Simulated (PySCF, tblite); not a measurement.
# C7H13Al: geometry, infrared bands, NMR shifts and electronic excitations

Aim: predict the infrared bands, NMR shifts and electronic excitations of C7H13Al (`C1[CH2][AlH][C@@H](C2CC2)C1`).

The runs use tblite 0.8.0 and PySCF 2.14.0, with density-fitted response routines of our own; the level of theory stands in each step. All values are computed, except where a source is named. Atoms count from 0, in the outputs and in this text.

## (1) The starting structure

21 atoms, charge 0, multiplicity 1; geometry from: force field or distance geometry start.

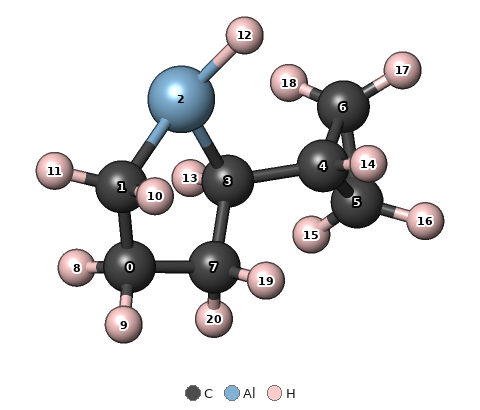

The starting geometry (carbon dark grey, aluminium light blue, hydrogen pink), atoms numbered.

## (2) Geometry optimisation with GFN2-xTB

What the job is given:

```
{"job": {"kind": "relax", "xc": "GFN2-xTB", "basis": "xTB"}, "charge": 0, "multiplicity": 1}
C     -2.281700    -0.633000    -0.008200
C     -2.543600     0.835700    -0.393900
Al    -0.780000     1.474200    -0.999200
C      0.150900    -0.117000    -0.356900
C      1.420600     0.255200     0.433400
C      2.461100    -0.845400     0.523600
C      2.696300     0.340600    -0.406100
C     -0.871100    -0.794800     0.573100
H     -2.384700    -1.270400    -0.913200
H     -3.052000    -0.966900     0.737500
H     -2.860700     1.419000     0.499600
H     -3.306600     0.898500    -1.185000
H     -0.249000     2.908300    -0.536100
H      0.372400    -0.777100    -1.226700
H      1.367200     0.949800     1.302700
H      2.227300    -1.792800     0.011200
H      3.079600    -0.811800     1.455300
H      3.440700     1.062800    -0.025700
H      2.594900     0.095400    -1.475400
H     -0.848800    -0.340100     1.590000
H     -0.641700    -1.873300     0.679300
```

Run with:

```
$ OMP_NUM_THREADS=1 python probes_run.py task.json out
```

One launch serves the whole session: the jobs run in the order shown.

The log of the run:

```text
step      E/eV     max force
  0    -614.66325    1.826
  1    -614.88527    1.508
  2    -615.11757    1.021
  3    -615.18898    0.814
  4    -615.29868    0.585
  5    -615.34172    0.446
  6    -615.37379    0.347
  7    -615.38813    0.287
  8    -615.39793    0.282
  9    -615.40600    0.257
 10    -615.41529    0.260
 11    -615.42642    0.282
 12    -615.43922    0.281
 13    -615.45039    0.309
 14    -615.45812    0.269
 15    -615.46384    0.189
 16    -615.46987    0.163
 17    -615.47655    0.183
 18    -615.48219    0.189
 19    -615.48539    0.130
 20    -615.48717    0.098
 21    -615.48876    0.104
 22    -615.49058    0.166
 23    -615.49278    0.195
 24    -615.49504    0.158
 25    -615.49696    0.081
 26    -615.49854    0.084
 27    -615.50013    0.090
 28    -615.50199    0.117
 29    -615.50421    0.113
 30    -615.50648    0.107
 31    -615.50833    0.091
 32    -615.50974    0.088
 33    -615.51103    0.087
 34    -615.51246    0.099
 35    -615.51420    0.110
 36    -615.51648    0.121
 37    -615.51954    0.129
 38    -615.52318    0.161
 39    -615.52636    0.137
 40    -615.52824    0.075
 41    -615.52920    0.056
 42    -615.52994    0.057
 43    -615.53066    0.062
 44    -615.53128    0.050
 45    -615.53172    0.052
 46    -615.53205    0.040
 47    -615.53240    0.044
 48    -615.53286    0.042
 49    -615.53331    0.048
 50    -615.53363    0.046
 51    -615.53397    0.043
 52    -615.53440    0.055
 53    -615.53497    0.059
 54    -615.53561    0.067
 55    -615.53619    0.061
 56    -615.53665    0.056
 57    -615.53701    0.059
 58    -615.53734    0.055
 59    -615.53769    0.046
 60    -615.53808    0.044
 61    -615.53843    0.052
 62    -615.53870    0.045
 63    -615.53893    0.036
 64    -615.53915    0.036
 65    -615.53936    0.038
 66    -615.53953    0.032
 67    -615.53964    0.029
 68    -615.53974    0.028
 69    -615.53987    0.029
 70    -615.53999    0.034
 71    -615.54008    0.023
 72    -615.54012    0.015
 73    -615.54015    0.013
 74    -615.54018    0.015
 75    -615.54021    0.020
 76    -615.54025    0.018
 77    -615.54029    0.014
 78    -615.54033    0.014
 79    -615.54037    0.014
 80    -615.54040    0.015
 81    -615.54044    0.014
 82    -615.54048    0.013
 83    -615.54051    0.012
 84    -615.54053    0.010
```

It took 0.75 s on 1 thread of Arm Neoverse V1, shared host; peak memory 0.18 GiB.

Relaxation path: (not every step is listed)

| step | energy from step 0 (eV) | largest force (eV/Å) |
| --- | --- | --- |
| 0 | 0.0000 | 1.8256 |
| 1 | -0.2220 | 1.5082 |
| 2 | -0.4543 | 1.0206 |
| 3 | -0.5257 | 0.8141 |
| 4 | -0.6354 | 0.5852 |
| 5 | -0.6785 | 0.4458 |
| 6 | -0.7105 | 0.3473 |
| 7 | -0.7249 | 0.2872 |
| 8 | -0.7347 | 0.2818 |
| 15 | -0.8006 | 0.1887 |
| 22 | -0.8273 | 0.1656 |
| 29 | -0.8410 | 0.1126 |
| 36 | -0.8532 | 0.1215 |
| 43 | -0.8674 | 0.0624 |
| 50 | -0.8704 | 0.0463 |
| 57 | -0.8738 | 0.0594 |
| 64 | -0.8759 | 0.0355 |
| 71 | -0.8768 | 0.0230 |
| 78 | -0.8771 | 0.0137 |
| 79 | -0.8771 | 0.0142 |
| 80 | -0.8772 | 0.0150 |
| 81 | -0.8772 | 0.0139 |
| 82 | -0.8772 | 0.0133 |
| 83 | -0.8773 | 0.0121 |
| 84 | -0.8773 | 0.0095 |

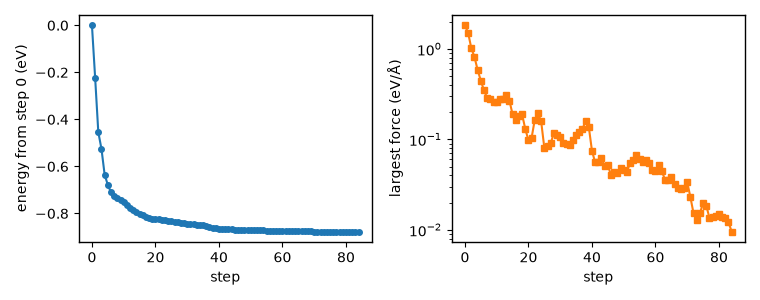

Energy and largest force along the relaxation.

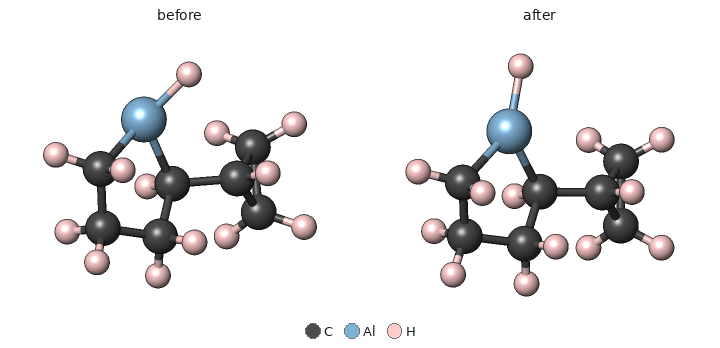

The geometry before (left) and after (right).

Close pairs (by a distance rule), those that changed most:

| bond | before (Å) | after (Å) | change (Å) |
| --- | --- | --- | --- |
| Al2–C3 | 1.952 | 2.017 | +0.065 |
| Al2–H12 | 1.598 | 1.541 | -0.056 |
| C5–H16 | 1.119 | 1.080 | -0.039 |
| C4–C6 | 1.530 | 1.499 | -0.031 |
| C0–H9 | 1.123 | 1.094 | -0.029 |
| C4–H14 | 1.114 | 1.086 | -0.028 |
| C3–C4 | 1.541 | 1.514 | -0.027 |
| C1–Al2 | 1.971 | 1.997 | +0.026 |

The final coordinates are the input of the step that follows.

## (3) Infrared spectrum with GFN2-xTB

What the job is given:

```
{"job": {"kind": "ir", "xc": "GFN2-xTB", "basis": "xTB"}, "charge": 0, "multiplicity": 1}
C     -2.252443    -0.600269    -0.077661
C     -2.691532     0.871437    -0.264559
Al    -0.910499     1.594185    -0.807043
C      0.204834    -0.002302    -0.282532
C      1.510393     0.169060     0.465329
C      2.513967    -0.948105     0.492773
C      2.795361     0.296957    -0.295085
C     -0.875130    -0.677198     0.600474
H     -2.179932    -1.084162    -1.057008
H     -2.983488    -1.160954     0.511975
H     -3.070309     1.250130     0.694744
H     -3.539568     0.923100    -0.955867
H     -0.476132     2.947480    -1.403660
H      0.404774    -0.686575    -1.123774
H      1.425119     0.761497     1.371122
H      2.282875    -1.852239    -0.050928
H      3.080715    -1.121194     1.395583
H      3.552652     0.974619     0.069624
H      2.749153     0.237933    -1.372688
H     -0.930536    -0.155880     1.562168
H     -0.619193    -1.720577     0.806393
```

The log of the run:

```text
mode    cm-1     km/mol
  1      48.9      0.17
  2      75.5      0.20
  3     111.3      0.92
  4     184.7      0.56
  5     234.3      8.04
  6     278.8      1.36
  7     344.7     15.25
  8     369.0     40.99
  9     412.9      5.95
 10     437.7     40.05
 11     492.4    215.68
 12     558.1     46.24
 13     603.8     65.06
 14     654.2    190.46
 15     799.6      0.36
 16     841.8      2.66
 17     855.2      4.00
 18     885.4      5.57
 19     908.2     13.65
 20     926.2      1.50
 21     974.0      6.19
 22     991.1      3.26
 23    1012.2      5.41
 24    1032.0     14.46
 25    1063.9      3.71
 26    1066.9      0.96
 27    1074.2      2.05
 28    1104.3      5.95
 29    1107.1      0.18
 30    1126.6      3.70
 31    1156.7      0.18
 32    1185.5      0.59
 33    1219.3      0.59
 34    1241.6      0.77
 35    1257.3      2.21
 36    1264.4      0.16
 37    1322.9      0.68
 38    1328.6      2.49
 39    1388.2     11.94
 40    1442.5      0.08
 41    1456.5      2.74
 42    1487.1      0.11
 43    1489.0      2.37
 44    1493.5      0.33
 45    1814.1    560.79
 46    2830.1     31.40
 47    2879.5     20.68
 48    2918.7     17.59
 49    2922.3     47.94
 50    2928.6     60.83
 51    2940.3     46.10
 52    2949.2    101.13
 53    3006.2     39.92
 54    3079.2     11.42
 55    3081.1     37.08
 56    3082.6     19.98
 57    3100.6     81.62
```

Wall time 0.94 s (1 thread of Arm Neoverse V1, shared host); peak memory 0.18 GiB.

Which atoms move in the most intense modes:

| cm⁻¹ | km/mol | atoms |
| --- | --- | --- |
| 492 | 215.7 | H12 76 % |
| 604 | 65.1 | C3 33 %, Al2 18 % |
| 654 | 190.5 | C1 37 %, Al2 24 %, H11 19 % |
| 1814 | 560.8 | H12 96 % |
| 2922 | 47.9 | H11 53 %, H19 29 % |
| 2929 | 60.8 | H8 39 %, H9 33 % |
| 2949 | 101.1 | H9 43 %, H20 29 %, H8 17 % |
| 3101 | 81.6 | H17 31 %, H15 21 %, H16 20 %, H18 18 % |

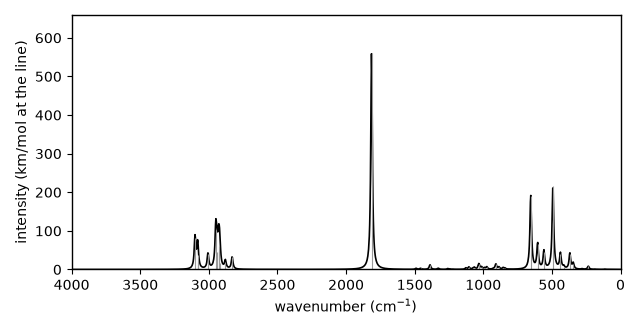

The infrared spectrum from these modes, unscaled. Lines are broadened to a width of 14 cm⁻¹ (Lorentzian).

## (4) Optimising the geometry at PBE0-D3(BJ)/def2-SVP

What the job is given:

```
{"job": {"xc": "PBE0", "basis": "def2-SVP", "d3": "d3bj", "grid": 1, "shake": 0.01, "kind": "geom"}, "charge": 0, "multiplicity": 1}
C     -2.232030    -0.625830    -0.073480
C     -2.697210     0.866910    -0.266710
Al    -0.930700     1.591870    -0.815700
C      0.238060    -0.000040    -0.286060
C      1.507580     0.162380     0.454780
C      2.510060    -0.943290     0.490390
C      2.804940     0.294960    -0.294840
C     -0.859670    -0.671750     0.595420
H     -2.181760    -1.078760    -1.037660
H     -2.986180    -1.163390     0.522000
H     -3.079170     1.247210     0.703570
H     -3.533760     0.924020    -0.949170
H     -0.504410     2.957690    -1.413260
H      0.388090    -0.683810    -1.116770
H      1.420670     0.750730     1.371380
H      2.282350    -1.838180    -0.043450
H      3.082650    -1.110080     1.393530
H      3.543390     0.980460     0.075450
H      2.747000     0.230100    -1.370400
H     -0.955470    -0.148980     1.567080
H     -0.635580    -1.719960     0.796750
```

The log of the run:

```text
step   0  E = -516.24572631  max force = 0.037241
step   1  E = -516.25394727  max force = 0.006879
step   2  E = -516.25462266  max force = 0.002087
step   3  E = -516.25473954  max force = 0.001404
step   4  E = -516.25482320  max force = 0.001300
step   5  E = -516.25486284  max force = 0.001027
step   6  E = -516.25488009  max force = 0.000399
step   7  E = -516.25488348  max force = 0.000190
optimisation converged
```

It took 2.4 min on 1 thread of Arm Neoverse V1, shared host; peak memory 0.75 GiB.

Along the way:

| step | energy from step 0 (eV) | largest force component (eV/Å) |
| --- | --- | --- |
| 0 | 0.0000 | 1.9150 |
| 1 | -0.2237 | 0.3537 |
| 2 | -0.2421 | 0.1073 |
| 3 | -0.2453 | 0.0722 |
| 4 | -0.2475 | 0.0668 |
| 5 | -0.2486 | 0.0528 |
| 6 | -0.2491 | 0.0205 |
| 7 | -0.2492 | 0.0098 |

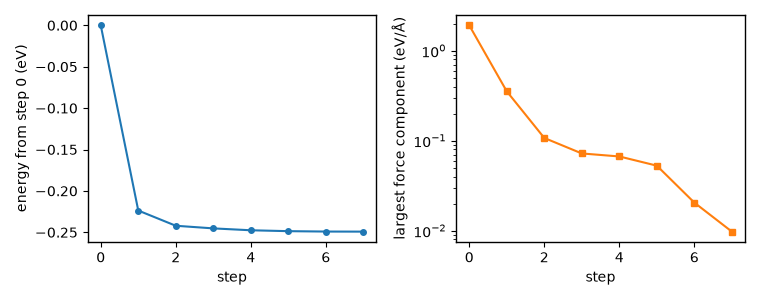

Energy and force, step by step.

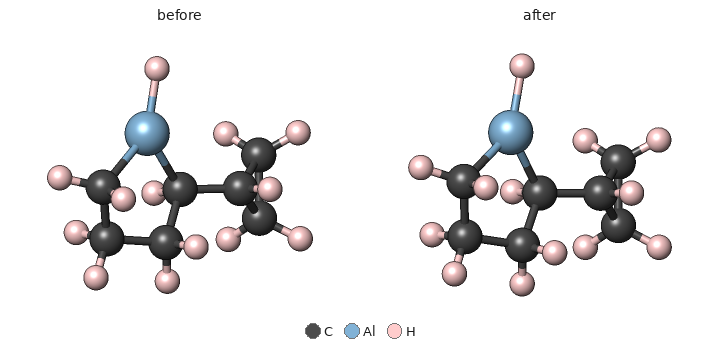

Before and after, at one scale.

Distances of close pairs at the start and the end, largest changes first:

| bond | before (Å) | after (Å) | change (Å) |
| --- | --- | --- | --- |
| Al2–C3 | 2.045 | 1.979 | -0.065 |
| Al2–H12 | 1.551 | 1.593 | +0.043 |
| C0–H8 | 1.066 | 1.106 | +0.040 |
| C0–C1 | 1.575 | 1.542 | -0.034 |
| C3–C4 | 1.479 | 1.508 | +0.029 |
| C5–H15 | 1.067 | 1.094 | +0.028 |
| C3–H13 | 1.086 | 1.112 | +0.026 |
| C1–H11 | 1.081 | 1.101 | +0.020 |

The end geometry stands in the next job.

| at the end point | value |
| --- | --- |
| point group (found at 0.08 Å tolerance) | C1 |
| rotational constants (GHz, main isotopes) | 3.465, 1.058, 0.859 |
| dipole moment (D) | 0.26 |

(Part 1 of 2 ends here.)
